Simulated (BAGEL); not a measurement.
**SiBrClF (SMILES F[Si](Cl)Br) at UHF/6-31G(d) (density fitting with qzvpp-jkfit, spherical functions)**

What is the vertical doublet–quartet gap of SiBrClF at UHF/6-31G* (density fitting with qzvpp-jkfit, spherical functions)? 

The results are computed with BAGEL 1.2.2.

1 further run of the same task is left out (it didn't finish). Runs told in other sessions of the task aren't counted.

## (1) The molecule

The species is SiBrClF (4 atoms), meant as a doublet with charge 0. As SMILES, `F[Si](Cl)Br`. Geometry: relaxed at PBE0-D4/def2-TZVP.

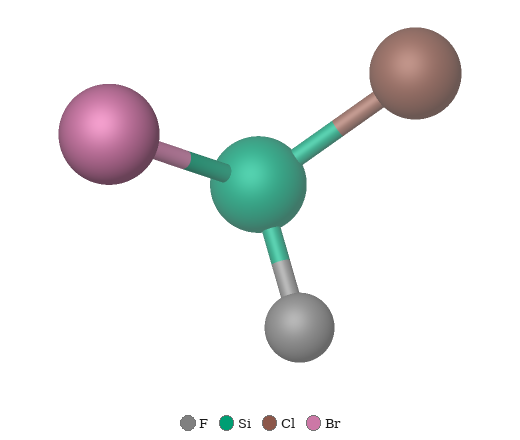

The structure, seen from a chosen angle (fluorine grey, silicon teal, chlorine brown, bromine pink).

## (2) The energy at UHF/6-31G(d) (density fitting with qzvpp-jkfit, spherical functions)

File input.json:

```json
{ "bagel": [

{
  "title": "molecule",
  "basis": "6-31gs.json",
  "df_basis": "qzvpp-jkfit",
  "angstrom": true,
  "geometry": [
    { "atom": "F", "xyz": [   -0.532200,    0.674200,   -1.342900 ] },
    { "atom": "Si", "xyz": [   -0.280900,   -0.390800,   -0.189900 ] },
    { "atom": "Cl", "xyz": [   -1.027100,    0.388000,    1.541900 ] },
    { "atom": "Br", "xyz": [    1.895700,   -0.731700,   -0.029400 ] }
  ]
},
{ "title": "uhf", "nopen": 1 },
{ "title": "print", "file": "orbitals.molden", "orbitals": true }

]}
```

The basis set 6-31G* is read from a file made from the Basis Set Exchange's data (not shown).

Command:

```console
$ BAGEL_NUM_THREADS=1 BAGEL input.json > input.out
```

What it wrote:

```text
* using 1 threads per process

  ===============================================================
  ===============================================================

  *** Geometry ***

  { "atom" : "F", "xyz" : [     -1.005712,      1.274053,     -2.537713 ] },
  { "atom" : "Si", "xyz" : [     -0.530824,     -0.738505,     -0.358859 ] },
  { "atom" : "Cl", "xyz" : [     -1.940938,      0.733214,      2.913769 ] },
  { "atom" : "Br", "xyz" : [      3.582354,     -1.382713,     -0.055558 ] },

  Number of auxiliary basis functions:      599

  Since a DF basis is specified, we compute 2- and 3-index integrals:
    o Being stored without compression. Storage requirement is 0.032 GB

  Number of basis functions:       82
  Number of electrons      :       75

    * METHOD: MOLECULE                             0.44

  *** Open-shell HF ***

  === Nuclear Repulsion ===
   392.3026743078

      * DIIS with orbital gradients will be used.

  === UHF iteration (6-31gs.json) ===
      0      -3419.88594750          0.03092248           0.33
      1      -3419.99597399          0.02089188           0.34
      2      -3420.03451841          0.01294958           0.33
      3      -3420.05631942          0.00084588           0.33
      4      -3420.05703284          0.00038181           0.33
      5      -3420.05717706          0.00010371           0.33
      6      -3420.05720151          0.00003717           0.32
      7      -3420.05720663          0.00001720           0.32
      8      -3420.05720836          0.00000608           0.32
      9      -3420.05720871          0.00000260           0.33
     10      -3420.05720877          0.00000115           0.33
     11      -3420.05720878          0.00000050           0.32
     12      -3420.05720878          0.00000022           0.32
     13      -3420.05720878          0.00000010           0.33
     14      -3420.05720878          0.00000005           0.33
     15      -3420.05720878          0.00000002           0.34
     16      -3420.05720878          0.00000001           0.33
     17      -3420.05720878          0.00000001           0.33
    * SCF iteration converged.

    * S^2 (UHF) is 0.7551

    * Permanent dipole moment:
           (    0.223588,     0.504288,     0.123645) a.u.

    * METHOD: UHF                                  6.30

    * METHOD: PRINT                                0.02

  ===============================================================
```

It took 6.9 s on 1 thread of Arm Neoverse V1, shared host; peak memory 0.15 GiB.

## (3) The quartet, same level

File job.json:

```json
{ "bagel": [

{
  "title": "molecule",
  "basis": "6-31gs.json",
  "df_basis": "qzvpp-jkfit",
  "angstrom": true,
  "geometry": [
    { "atom": "F", "xyz": [   -0.532200,    0.674200,   -1.342900 ] },
    { "atom": "Si", "xyz": [   -0.280900,   -0.390800,   -0.189900 ] },
    { "atom": "Cl", "xyz": [   -1.027100,    0.388000,    1.541900 ] },
    { "atom": "Br", "xyz": [    1.895700,   -0.731700,   -0.029400 ] }
  ]
},
{ "title": "uhf", "nopen": 3 },
{ "title": "print", "file": "orbitals.molden", "orbitals": true }

]}
```

The basis set 6-31G* is read from a file made from the Basis Set Exchange's data (not shown).

Command:

```console
$ BAGEL_NUM_THREADS=1 BAGEL job.json > job.out
```

What it wrote:

```text
* using 1 threads per process

  ===============================================================
  ===============================================================

  *** Geometry ***

  { "atom" : "F", "xyz" : [     -1.005712,      1.274053,     -2.537713 ] },
  { "atom" : "Si", "xyz" : [     -0.530824,     -0.738505,     -0.358859 ] },
  { "atom" : "Cl", "xyz" : [     -1.940938,      0.733214,      2.913769 ] },
  { "atom" : "Br", "xyz" : [      3.582354,     -1.382713,     -0.055558 ] },

  Number of auxiliary basis functions:      599

  Since a DF basis is specified, we compute 2- and 3-index integrals:
    o Being stored without compression. Storage requirement is 0.032 GB

  Number of basis functions:       82
  Number of electrons      :       75

    * METHOD: MOLECULE                             0.44

  *** Open-shell HF ***

  === Nuclear Repulsion ===
   392.3026743078

      * DIIS with orbital gradients will be used.

  === UHF iteration (6-31gs.json) ===
      0      -3419.59319235          0.02898904           0.34
      1      -3419.70226377          0.02103273           0.32
      2      -3419.74826761          0.01316723           0.32
      3      -3419.77536288          0.00141317           0.34
      4      -3419.78076861          0.00087471           0.34
      5      -3419.78300858          0.00055067           0.34
      6      -3419.78423504          0.00035409           0.35
      7      -3419.78478588          0.00025698           0.34
      8      -3419.78525016          0.00012211           0.33
      9      -3419.78535552          0.00006557           0.34
     10      -3419.78539028          0.00004959           0.34
     11      -3419.78540727          0.00004191           0.32
     12      -3419.78542359          0.00003506           0.33
     13      -3419.78543780          0.00002731           0.34
     14      -3419.78544683          0.00002103           0.34
     15      -3419.78544941          0.00001848           0.32
     16      -3419.78545126          0.00001749           0.33
     17      -3419.78545304          0.00001643           0.33
     18      -3419.78545536          0.00001546           0.33
     19      -3419.78545746          0.00001483           0.33
     20      -3419.78545964          0.00001423           0.34
     21      -3419.78546193          0.00001347           0.33
     22      -3419.78546499          0.00001242           0.34
     23      -3419.78546934          0.00001099           0.34
     24      -3419.78547232          0.00000970           0.35
     25      -3419.78547419          0.00000881           0.34
     26      -3419.78547557          0.00000767           0.33
     27      -3419.78547746          0.00000566           0.34
     28      -3419.78547814          0.00000469           0.34
     29      -3419.78547861          0.00000407           0.32
     30      -3419.78547887          0.00000336           0.32
     31      -3419.78547910          0.00000291           0.32
     32      -3419.78547930          0.00000236           0.32
     33      -3419.78547949          0.00000181           0.34
     34      -3419.78547957          0.00000158           0.34
     35      -3419.78547962          0.00000136           0.33
     36      -3419.78547970          0.00000096           0.33
     37      -3419.78547972          0.00000077           0.33
     38      -3419.78547974          0.00000065           0.34
     39      -3419.78547975          0.00000055           0.33
     40      -3419.78547975          0.00000048           0.34
     41      -3419.78547975          0.00000041           0.35
     42      -3419.78547976          0.00000035           0.33
     43      -3419.78547976          0.00000032           0.34
     44      -3419.78547976          0.00000030           0.34
     45      -3419.78547976          0.00000028           0.34
     46      -3419.78547976          0.00000025           0.34
     47      -3419.78547976          0.00000022           0.34
     48      -3419.78547976          0.00000018           0.34
     49      -3419.78547977          0.00000014           0.34
     50      -3419.78547977          0.00000011           0.33
     51      -3419.78547977          0.00000007           0.34
     52      -3419.78547977          0.00000005           0.34
     53      -3419.78547977          0.00000005           0.34
     54      -3419.78547977          0.00000004           0.34
     55      -3419.78547977          0.00000003           0.35
     56      -3419.78547977          0.00000003           0.34
     57      -3419.78547977          0.00000003           0.35
     58      -3419.78547977          0.00000002           0.35
     59      -3419.78547977          0.00000002           0.34
     60      -3419.78547977          0.00000002           0.34
     61      -3419.78547977          0.00000001           0.34
     62      -3419.78547977          0.00000001           0.34
    * SCF iteration converged.

    * S^2 (UHF) is 3.7631

    * Permanent dipole moment:
           (   -1.418646,     0.876224,     0.269183) a.u.

    * METHOD: UHF                                 21.53

    * METHOD: PRINT                                0.02

  ===============================================================
```

It took 22 s on 1 thread of Arm Neoverse V1, shared host; peak memory 0.15 GiB.

## (4) Outcome

At UHF/6-31G* (density fitting with qzvpp-jkfit, spherical functions):

| quantity | value |
| --- | --- |
| doublet: total energy | -3420.05721 Eh |
| doublet: dipole moment | 1.44 D |
| doublet: ⟨S²⟩ | 0.755 |
| quartet: total energy | -3419.78548 Eh |
| quartet: dipole moment | 4.29 D |
| quartet: ⟨S²⟩ | 3.763 |
| vertical energy of the quartet above the doublet | 7.394 eV |

In words: At this shape the quartet lies 7.39 eV (171 kcal/mol) above the doublet.
